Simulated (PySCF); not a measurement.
# C₄H₈Si: NMR shifts at several levels of theory

How much do the NMR shifts of C₄H₈Si (`CC#C[SiH2]C`) depend on the level of theory, and what does each level cost?

Computed with PySCF 2.14.0, with density-fitted response routines of our own, on a single molecule in the gas phase. Atoms count from 0, in the outputs and in this text.

## 1. The molecule as given

13 atoms, charge 0, multiplicity 1; geometry from: PBE0-D3(BJ)/def2-SVP.

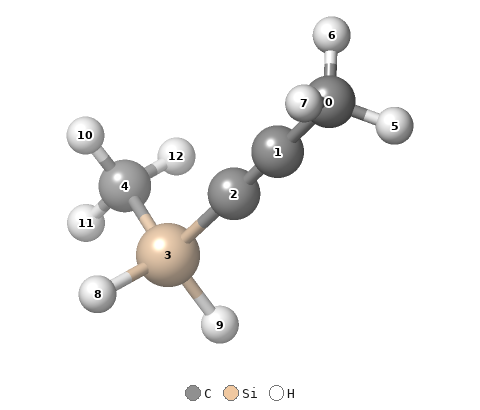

The starting geometry (carbon grey, silicon light orange, hydrogen white), atoms numbered.

## 2. NMR shieldings: HF/pcSseg-2

Job settings and geometry (Å):

```
{"job": {"kind": "nmr", "xc": "HF", "basis": "pcSseg-2", "pop": false}, "charge": 0, "multiplicity": 1}
C      2.845543    -0.982037     0.229102
C      1.555598    -0.322571     0.310930
C      0.474456     0.237474     0.378488
Si    -1.163775     1.051903     0.457408
C     -2.427902     0.093002    -0.544842
H      3.202552    -1.279342     1.227761
H      2.788185    -1.888607    -0.393695
H      3.601699    -0.315702    -0.214784
H     -1.035657     2.445836    -0.069329
H     -1.592769     1.136843     1.887590
H     -2.128123     0.046919    -1.602781
H     -3.417099     0.572563    -0.484743
H     -2.518241    -0.937109    -0.168020
```

Method: GIAO HF/pcSseg-2 NMR shielding, non-relativistic, gas phase.

Command:

```
$ OMP_NUM_THREADS=1 python probes_run.py task.json out
```

This one command runs all jobs of the session in turn.

The program printed:

```text
final grid: 99736 points
cycle   1  E = -445.0305020154  dE =  5.220e-01  |g| = 4.020e-01  |ddm| = 3.059e+00
cycle   2  E = -445.0861338184  dE = -5.563e-02  |g| = 1.640e-01  |ddm| = 1.153e+00
cycle   3  E = -445.0926436112  dE = -6.510e-03  |g| = 8.830e-02  |ddm| = 2.390e-01
cycle   4  E = -445.0948656436  dE = -2.222e-03  |g| = 1.975e-02  |ddm| = 2.638e-01
cycle   5  E = -445.0949709519  dE = -1.053e-04  |g| = 3.405e-03  |ddm| = 2.166e-02
cycle   6  E = -445.0949773389  dE = -6.387e-06  |g| = 8.753e-04  |ddm| = 1.128e-02
cycle   7  E = -445.0949777910  dE = -4.521e-07  |g| = 2.714e-04  |ddm| = 2.159e-03
cycle   8  E = -445.0949778288  dE = -3.774e-08  |g| = 6.556e-05  |ddm| = 1.284e-03
cycle   9  E = -445.0949778327  dE = -3.964e-09  |g| = 2.920e-05  |ddm| = 1.781e-04
cycle  10  E = -445.0949778339  dE = -1.118e-09  |g| = 1.692e-05  |ddm| = 5.945e-05
cycle  11  E = -445.0949778344  dE = -5.562e-10  |g| = 6.662e-06  |ddm| = 5.029e-05
converged SCF energy = -445.0949778344

GIAO shielding tensors (ppm)
atom      isotropic    diamagn.    paramagn.     s11        s22        s33       span
  0 C      186.907     239.635     -52.728    180.700    180.722    199.298     18.598
  1 C       74.164     263.056    -188.891    -23.251    -22.123    267.867    291.119
  2 C      107.173     256.009    -148.836     20.576     25.323    275.621    255.045
  3 Si     442.576     877.549    -434.972    419.264    430.226    478.238     58.974
  4 C      194.567     243.575     -49.008    190.973    191.968    200.760      9.787
  5 H       29.777      27.735       2.042     24.787     27.841     36.701     11.914
  6 H       29.783      29.751       0.032     24.755     28.081     36.513     11.758
  7 H       29.771      27.986       1.785     24.779     27.858     36.677     11.898
  8 H       27.675      30.658      -2.982     24.286     26.248     32.492      8.206
  9 H       27.678      30.526      -2.848     24.274     26.258     32.503      8.228
 10 H       31.350      31.715      -0.365     27.290     29.019     37.741     10.451
 11 H       31.604      28.833       2.771     27.430     27.980     39.402     11.972
 12 H       31.356      31.608      -0.252     27.274     29.069     37.725     10.451
```

It took 33 s on 1 thread of Intel Xeon Platinum 8259CL at 2.50GHz, shared host; peak memory 1.1 GiB.

Shifts follow as δ = σ(reference) − σ, with reference shieldings (ppm) from runs at the same level and on the same kind of geometry: ¹H TMS 31.68, ¹³C TMS 191.5, ²⁹Si TMS 383.0. The references are single molecules in the gas phase. Atoms listed in one row are averaged.

| atoms | environment | σ (ppm) | δ (ppm) |
| --- | --- | --- | --- |
| C1 | alkyne carbon | 74.2 | 117.3 |
| C2 | alkyne carbon | 107.2 | 84.3 |
| C0 | propargylic methyl carbon | 186.9 | 4.6 |
| C4 | methyl carbon bonded to Si | 194.6 | -3.1 |
| H8, H9 | hydrogen on a silicon bonded to 2 C | 27.68 | 4.01 |
| H5, H6, H7 | hydrogen on a propargylic methyl carbon | 29.78 | 1.91 |
| H10, H11, H12 | hydrogen on a methyl carbon bonded to Si | 31.44 | 0.25 |
| Si3 | silicon bonded to 2 C, 2 H | 442.6 | -59.6 |

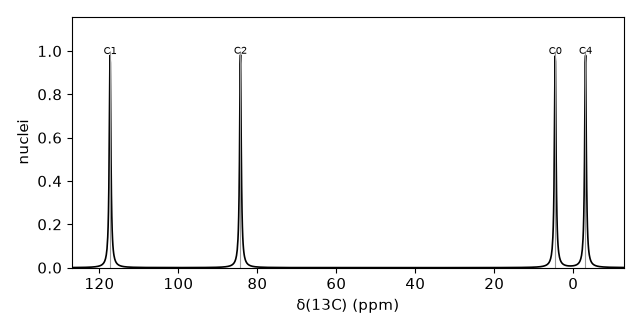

¹³C lines at the computed shifts, without couplings. Lines are broadened to a width of 0.48 ppm (Lorentzian).

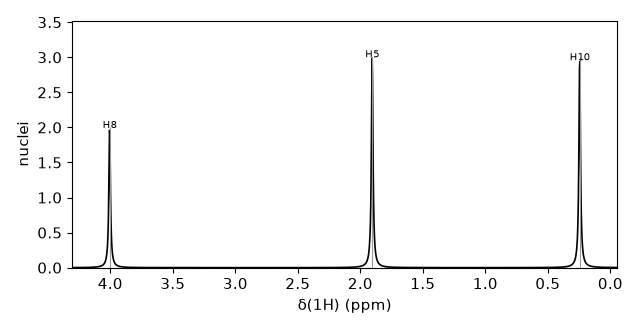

¹H lines at the computed shifts, without couplings. Lines are broadened to a width of 0.02 ppm (Lorentzian).

## 3. NMR shieldings: LDA/pcSseg-2

Settings changed since step 2:

```diff
@@ -1,2 +1,2 @@
-{"job": {"kind": "nmr", "xc": "HF", "basis": "pcSseg-2", "pop": false}, "charge": 0, "multiplicity": 1}
+{"job": {"kind": "nmr", "xc": "LDA", "basis": "pcSseg-2", "pop": false}, "charge": 0, "multiplicity": 1}
 C      2.845543    -0.982037     0.229102
```

With the program's defaults for keys left out, this is: GIAO LDA/pcSseg-2 NMR shielding, non-relativistic, gas phase.

The program printed:

```text
coarse grid: 10928 points
cycle   1  E = -443.9945922760  dE =  1.690e-01  |g| = 6.972e-01  |ddm| = 3.237e+00
cycle   2  E = -443.7971280257  dE =  1.975e-01  |g| = 1.059e+00  |ddm| = 2.237e+00
cycle   3  E = -444.0887537702  dE = -2.916e-01  |g| = 3.300e-01  |ddm| = 1.676e+00
cycle   4  E = -444.1149959775  dE = -2.624e-02  |g| = 9.649e-02  |ddm| = 2.726e-01
cycle   5  E = -444.1173610211  dE = -2.365e-03  |g| = 2.520e-02  |ddm| = 1.000e-01
cycle   6  E = -444.1175122178  dE = -1.512e-04  |g| = 7.665e-03  |ddm| = 3.433e-02
cycle   7  E = -444.1175274626  dE = -1.524e-05  |g| = 1.485e-03  |ddm| = 8.288e-03
cycle   8  E = -444.1175280433  dE = -5.807e-07  |g| = 4.495e-04  |ddm| = 2.441e-03
final grid: 99736 points
cycle   9  E = -444.1183288166  dE = -6.667e-05  |g| = 4.605e-03  |ddm| = 5.613e-02
cycle  10  E = -444.1183199609  dE =  8.856e-06  |g| = 7.448e-03  |ddm| = 7.254e-03
cycle  11  E = -444.1183326420  dE = -1.268e-05  |g| = 1.941e-03  |ddm| = 5.118e-03
cycle  12  E = -444.1183335421  dE = -9.001e-07  |g| = 5.400e-04  |ddm| = 1.821e-03
cycle  13  E = -444.1183336106  dE = -6.841e-08  |g| = 1.431e-04  |ddm| = 4.963e-04
cycle  14  E = -444.1183336161  dE = -5.534e-09  |g| = 1.834e-05  |ddm| = 1.711e-04
cycle  15  E = -444.1183336162  dE = -7.503e-11  |g| = 5.218e-06  |ddm| = 2.334e-05
converged SCF energy = -444.1183336162

GIAO shielding tensors (ppm)
atom      isotropic    diamagn.    paramagn.     s11        s22        s33       span
  0 C      176.398     241.762     -65.364    165.877    166.017    197.300     31.423
  1 C       61.345     260.496    -199.151    -36.091    -34.128    254.253    290.344
  2 C       92.267     259.793    -167.526      1.570      9.374    265.855    264.285
  3 Si     379.612     880.521    -500.909    347.892    372.386    418.558     70.666
  4 C      187.028     246.531     -59.504    181.231    186.111    193.740     12.509
  5 H       28.819      27.858       0.960     23.997     27.047     35.412     11.416
  6 H       28.818      28.653       0.165     23.966     27.277     35.212     11.246
  7 H       28.812      27.979       0.834     23.987     27.062     35.388     11.402
  8 H       26.084      29.294      -3.210     22.714     24.839     30.701      7.987
  9 H       26.087      29.231      -3.144     22.701     24.849     30.711      8.010
 10 H       30.494      30.628      -0.133     26.558     28.308     36.616     10.058
 11 H       30.779      28.633       2.147     26.612     27.421     38.306     11.694
 12 H       30.502      30.556      -0.054     26.546     28.358     36.602     10.056
```

Wall time 63 s (1 thread of Intel Xeon Platinum 8259CL at 2.50GHz, shared host); peak memory 0.92 GiB.

This run: δ C1 118.9, C2 88.0, C0 3.9, C4 -6.7, H8 4.69, H5 1.95 ppm (means over like atoms).

## 4. NMR shieldings: PBE/pcSseg-2

Settings changed since step 3:

```diff
@@ -1,2 +1,2 @@
-{"job": {"kind": "nmr", "xc": "LDA", "basis": "pcSseg-2", "pop": false}, "charge": 0, "multiplicity": 1}
+{"job": {"kind": "nmr", "xc": "PBE", "basis": "pcSseg-2", "pop": false}, "charge": 0, "multiplicity": 1}
 C      2.845543    -0.982037     0.229102
```

Method: GIAO PBE/pcSseg-2 NMR shielding, non-relativistic, gas phase.

The program printed:

```text
coarse grid: 10928 points
cycle   1  E = -446.2714847581  dE =  1.769e-01  |g| = 6.662e-01  |ddm| = 2.585e+00
cycle   2  E = -446.1047883166  dE =  1.667e-01  |g| = 9.888e-01  |ddm| = 1.876e+00
cycle   3  E = -446.3596267617  dE = -2.548e-01  |g| = 3.140e-01  |ddm| = 1.425e+00
cycle   4  E = -446.3837229459  dE = -2.410e-02  |g| = 8.755e-02  |ddm| = 2.574e-01
cycle   5  E = -446.3856855795  dE = -1.963e-03  |g| = 2.259e-02  |ddm| = 8.799e-02
cycle   6  E = -446.3858079546  dE = -1.224e-04  |g| = 6.581e-03  |ddm| = 2.893e-02
cycle   7  E = -446.3858192323  dE = -1.128e-05  |g| = 1.277e-03  |ddm| = 6.594e-03
cycle   8  E = -446.3858196522  dE = -4.200e-07  |g| = 4.123e-04  |ddm| = 1.944e-03
final grid: 99736 points
cycle   9  E = -446.3962544046  dE = -9.085e-05  |g| = 1.093e-02  |ddm| = 7.096e-02
cycle  10  E = -446.3962093467  dE =  4.506e-05  |g| = 1.693e-02  |ddm| = 2.505e-02
cycle  11  E = -446.3962798265  dE = -7.048e-05  |g| = 4.304e-03  |ddm| = 1.369e-02
cycle  12  E = -446.3962844293  dE = -4.603e-06  |g| = 9.176e-04  |ddm| = 3.893e-03
cycle  13  E = -446.3962846199  dE = -1.907e-07  |g| = 2.857e-04  |ddm| = 9.364e-04
cycle  14  E = -446.3962846421  dE = -2.213e-08  |g| = 4.458e-05  |ddm| = 2.766e-04
cycle  15  E = -446.3962846425  dE = -4.712e-10  |g| = 1.417e-05  |ddm| = 6.905e-05
converged SCF energy = -446.3962846425

GIAO shielding tensors (ppm)
atom      isotropic    diamagn.    paramagn.     s11        s22        s33       span
  0 C      173.596     240.523     -66.927    163.524    163.644    193.618     30.094
  1 C       65.650     266.825    -201.174    -30.747    -28.763    256.460    287.207
  2 C       96.416     265.076    -168.660      8.090     15.347    265.812    257.722
  3 Si     395.725     879.665    -483.940    366.373    387.302    433.501     67.128
  4 C      184.569     245.246     -60.676    179.654    183.451    190.603     10.949
  5 H       29.189      27.385       1.804     24.514     27.493     35.561     11.047
  6 H       29.191      28.852       0.339     24.480     27.715     35.379     10.899
  7 H       29.183      27.603       1.580     24.504     27.507     35.537     11.034
  8 H       26.688      29.682      -2.995     23.373     25.443     31.247      7.875
  9 H       26.690      29.573      -2.882     23.360     25.453     31.258      7.898
 10 H       30.894      31.070      -0.176     27.144     28.789     36.748      9.604
 11 H       31.141      28.407       2.734     27.178     27.893     38.352     11.174
 12 H       30.901      30.974      -0.073     27.130     28.840     36.733      9.603
```

Wall time 74 s (1 thread of Intel Xeon Platinum 8259CL at 2.50GHz, shared host); peak memory 0.92 GiB.

In short: δ C1 113.7, C2 83.0, C0 5.8, C4 -5.2, H8 4.49, H5 1.99 ppm (means over like atoms).

## 5. Nuclear shieldings: BLYP/pcSseg-2

Settings changed since step 4:

```diff
@@ -1,2 +1,2 @@
-{"job": {"kind": "nmr", "xc": "PBE", "basis": "pcSseg-2", "pop": false}, "charge": 0, "multiplicity": 1}
+{"job": {"kind": "nmr", "xc": "BLYP", "basis": "pcSseg-2", "pop": false}, "charge": 0, "multiplicity": 1}
 C      2.845543    -0.982037     0.229102
```

Level: GIAO BLYP/pcSseg-2 NMR shielding, non-relativistic, gas phase.

The program printed:

```text
coarse grid: 10928 points
cycle   1  E = -446.5483108409  dE =  1.779e-01  |g| = 7.027e-01  |ddm| = 2.557e+00
cycle   2  E = -446.3562888180  dE =  1.920e-01  |g| = 1.051e+00  |ddm| = 2.057e+00
cycle   3  E = -446.6496685472  dE = -2.934e-01  |g| = 3.057e-01  |ddm| = 1.575e+00
cycle   4  E = -446.6717819186  dE = -2.211e-02  |g| = 1.020e-01  |ddm| = 2.600e-01
cycle   5  E = -446.6744180504  dE = -2.636e-03  |g| = 2.604e-02  |ddm| = 1.004e-01
cycle   6  E = -446.6745804001  dE = -1.623e-04  |g| = 7.402e-03  |ddm| = 3.008e-02
cycle   7  E = -446.6745948068  dE = -1.441e-05  |g| = 1.341e-03  |ddm| = 7.080e-03
cycle   8  E = -446.6745952612  dE = -4.544e-07  |g| = 4.333e-04  |ddm| = 2.113e-03
final grid: 99736 points
cycle   9  E = -446.6900786967  dE = -7.586e-05  |g| = 8.121e-03  |ddm| = 6.227e-02
cycle  10  E = -446.6900541592  dE =  2.454e-05  |g| = 1.257e-02  |ddm| = 1.654e-02
cycle  11  E = -446.6900927762  dE = -3.862e-05  |g| = 2.725e-03  |ddm| = 9.629e-03
cycle  12  E = -446.6900945055  dE = -1.729e-06  |g| = 9.134e-04  |ddm| = 2.622e-03
cycle  13  E = -446.6900946964  dE = -1.908e-07  |g| = 2.650e-04  |ddm| = 8.343e-04
cycle  14  E = -446.6900947149  dE = -1.853e-08  |g| = 5.689e-05  |ddm| = 2.783e-04
cycle  15  E = -446.6900947157  dE = -7.881e-10  |g| = 1.135e-05  |ddm| = 6.507e-05
converged SCF energy = -446.6900947157

GIAO shielding tensors (ppm)
atom      isotropic    diamagn.    paramagn.     s11        s22        s33       span
  0 C      169.404     236.084     -66.680    159.563    159.669    188.981     29.418
  1 C       63.045     264.660    -201.615    -34.666    -32.672    256.472    291.138
  2 C       93.450     265.380    -171.930      4.051     11.425    264.873    260.822
  3 Si     384.557     878.470    -493.914    355.476    374.536    423.658     68.182
  4 C      179.525     242.845     -63.320    174.412    178.759    185.403     10.991
  5 H       29.341      27.901       1.440     24.770     27.731     35.522     10.752
  6 H       29.345      28.794       0.551     24.735     27.951     35.347     10.612
  7 H       29.335      28.036       1.298     24.760     27.745     35.500     10.740
  8 H       26.974      29.592      -2.618     23.712     25.754     31.456      7.744
  9 H       26.977      29.498      -2.521     23.699     25.765     31.467      7.768
 10 H       31.091      31.068       0.023     27.556     29.128     36.591      9.035
 11 H       31.318      28.729       2.589     27.587     28.198     38.167     10.580
 12 H       31.098      30.980       0.119     27.541     29.178     36.576      9.034
```

Run time: 71 s. Hardware: 1 thread of Intel Xeon Platinum 8259CL at 2.50GHz, shared host; peak memory 0.92 GiB.

Key values: δ C1 112.0, C2 81.6, C0 5.6, C4 -4.5, H8 4.40, H5 2.04 ppm (means over like atoms).

## 6. Nuclear shieldings: BP86/pcSseg-2

Settings changed since step 5:

```diff
@@ -1,2 +1,2 @@
-{"job": {"kind": "nmr", "xc": "BLYP", "basis": "pcSseg-2", "pop": false}, "charge": 0, "multiplicity": 1}
+{"job": {"kind": "nmr", "xc": "BP86", "basis": "pcSseg-2", "pop": false}, "charge": 0, "multiplicity": 1}
 C      2.845543    -0.982037     0.229102
```

Method: GIAO BP86/pcSseg-2 NMR shielding, non-relativistic, gas phase.

The program printed:

```text
coarse grid: 10928 points
cycle   1  E = -446.6718952959  dE =  1.757e-01  |g| = 6.589e-01  |ddm| = 2.544e+00
cycle   2  E = -446.5167168564  dE =  1.552e-01  |g| = 9.679e-01  |ddm| = 1.962e+00
cycle   3  E = -446.7561293249  dE = -2.394e-01  |g| = 3.185e-01  |ddm| = 1.462e+00
cycle   4  E = -446.7813310561  dE = -2.520e-02  |g| = 8.294e-02  |ddm| = 2.586e-01
cycle   5  E = -446.7831105554  dE = -1.779e-03  |g| = 2.158e-02  |ddm| = 8.813e-02
cycle   6  E = -446.7832231434  dE = -1.126e-04  |g| = 6.152e-03  |ddm| = 2.524e-02
cycle   7  E = -446.7832331935  dE = -1.005e-05  |g| = 1.221e-03  |ddm| = 6.190e-03
cycle   8  E = -446.7832335731  dE = -3.796e-07  |g| = 4.009e-04  |ddm| = 2.018e-03
final grid: 99736 points
cycle   9  E = -446.7943431459  dE = -8.490e-05  |g| = 6.126e-03  |ddm| = 8.779e-02
cycle  10  E = -446.7943283810  dE =  1.476e-05  |g| = 9.484e-03  |ddm| = 1.065e-02
cycle  11  E = -446.7943494686  dE = -2.109e-05  |g| = 2.832e-03  |ddm| = 6.915e-03
cycle  12  E = -446.7943513976  dE = -1.929e-06  |g| = 8.493e-04  |ddm| = 2.721e-03
cycle  13  E = -446.7943515678  dE = -1.702e-07  |g| = 2.191e-04  |ddm| = 7.240e-04
cycle  14  E = -446.7943515809  dE = -1.316e-08  |g| = 3.494e-05  |ddm| = 2.502e-04
cycle  15  E = -446.7943515812  dE = -2.726e-10  |g| = 7.866e-06  |ddm| = 3.881e-05
converged SCF energy = -446.7943515812

GIAO shielding tensors (ppm)
atom      isotropic    diamagn.    paramagn.     s11        s22        s33       span
  0 C      173.037     239.527     -66.490    163.111    163.225    192.775     29.665
  1 C       65.973     264.984    -199.011    -30.413    -28.484    256.817    287.230
  2 C       96.779     263.575    -166.796      8.710     15.719    265.908    257.198
  3 Si     394.329     879.523    -485.194    365.192    385.889    431.906     66.715
  4 C      184.254     245.320     -61.065    179.600    182.980    190.183     10.584
  5 H       29.246      27.648       1.598     24.591     27.545     35.601     11.010
  6 H       29.250      28.874       0.376     24.559     27.769     35.421     10.862
  7 H       29.239      27.824       1.416     24.581     27.560     35.578     10.996
  8 H       26.751      29.734      -2.984     23.440     25.499     31.313      7.873
  9 H       26.753      29.639      -2.886     23.428     25.510     31.323      7.895
 10 H       30.954      31.071      -0.117     27.224     28.882     36.758      9.534
 11 H       31.203      28.495       2.707     27.275     27.969     38.363     11.087
 12 H       30.961      30.978      -0.016     27.210     28.932     36.742      9.533
```

Run time: 72 s. Hardware: 1 thread of Intel Xeon Platinum 8259CL at 2.50GHz, shared host; peak memory 0.92 GiB.

Key values: δ C1 113.2, C2 82.4, C0 6.1, C4 -5.1, H8 4.48, H5 1.99 ppm (means over like atoms).

## 7. NMR shieldings: OPBE/pcSseg-2

Settings changed since step 6:

```diff
@@ -1,2 +1,2 @@
-{"job": {"kind": "nmr", "xc": "BP86", "basis": "pcSseg-2", "pop": false}, "charge": 0, "multiplicity": 1}
+{"job": {"kind": "nmr", "xc": "OPBE", "basis": "pcSseg-2", "pop": false}, "charge": 0, "multiplicity": 1}
 C      2.845543    -0.982037     0.229102
```

Method: GIAO OPBE/pcSseg-2 NMR shielding, non-relativistic, gas phase.

The program printed:

```text
coarse grid: 10928 points
cycle   1  E = -446.5568159057  dE =  1.554e-01  |g| = 5.990e-01  |ddm| = 2.731e+00
cycle   2  E = -446.4375324751  dE =  1.193e-01  |g| = 8.598e-01  |ddm| = 1.788e+00
cycle   3  E = -446.6274692005  dE = -1.899e-01  |g| = 3.061e-01  |ddm| = 1.321e+00
cycle   4  E = -446.6509763371  dE = -2.351e-02  |g| = 7.791e-02  |ddm| = 2.618e-01
cycle   5  E = -446.6525429917  dE = -1.567e-03  |g| = 1.902e-02  |ddm| = 7.385e-02
cycle   6  E = -446.6526327382  dE = -8.975e-05  |g| = 5.444e-03  |ddm| = 3.288e-02
cycle   7  E = -446.6526402115  dE = -7.473e-06  |g| = 1.251e-03  |ddm| = 6.368e-03
final grid: 99736 points
cycle   8  E = -446.6493093931  dE = -2.555e-04  |g| = 1.141e-02  |ddm| = 2.396e-01
cycle   9  E = -446.6492641573  dE =  4.524e-05  |g| = 1.626e-02  |ddm| = 2.216e-02
cycle  10  E = -446.6493190286  dE = -5.487e-05  |g| = 8.332e-03  |ddm| = 1.571e-02
cycle  11  E = -446.6493357305  dE = -1.670e-05  |g| = 2.238e-03  |ddm| = 8.408e-03
cycle  12  E = -446.6493370059  dE = -1.275e-06  |g| = 2.445e-04  |ddm| = 2.032e-03
cycle  13  E = -446.6493370187  dE = -1.281e-08  |g| = 1.075e-04  |ddm| = 2.719e-04
cycle  14  E = -446.6493370216  dE = -2.968e-09  |g| = 1.530e-05  |ddm| = 1.028e-04
cycle  15  E = -446.6493370217  dE = -6.469e-11  |g| = 4.572e-06  |ddm| = 2.021e-05
converged SCF energy = -446.6493370217

GIAO shielding tensors (ppm)
atom      isotropic    diamagn.    paramagn.     s11        s22        s33       span
  0 C      176.981     248.177     -71.196    166.980    167.081    196.882     29.901
  1 C       74.030     273.589    -199.559    -19.375    -17.481    258.945    278.320
  2 C      103.857     267.525    -163.668     19.072     25.513    266.986    247.915
  3 Si     420.502     881.277    -460.775    393.081    412.720    455.706     62.625
  4 C      188.952     247.258     -58.306    184.886    187.507    194.464      9.579
  5 H       29.221      26.515       2.706     24.517     27.457     35.689     11.172
  6 H       29.225      29.381      -0.156     24.484     27.676     35.515     11.031
  7 H       29.215      26.935       2.279     24.507     27.472     35.665     11.159
  8 H       26.782      30.335      -3.553     23.460     25.515     31.370      7.910
  9 H       26.785      30.152      -3.367     23.448     25.525     31.381      7.933
 10 H       30.904      31.400      -0.495     27.025     28.684     37.005      9.980
 11 H       31.151      27.682       3.470     27.068     27.829     38.556     11.487
 12 H       30.911      31.270      -0.359     27.010     28.733     36.990      9.979
```

Wall time 70 s (1 thread of Intel Xeon Platinum 8259CL at 2.50GHz, shared host); peak memory 0.91 GiB.

This run: δ C1 110.4, C2 80.6, C0 7.4, C4 -4.5, H8 4.42, H5 1.98 ppm (means over like atoms).

[end of part 1 of 2]
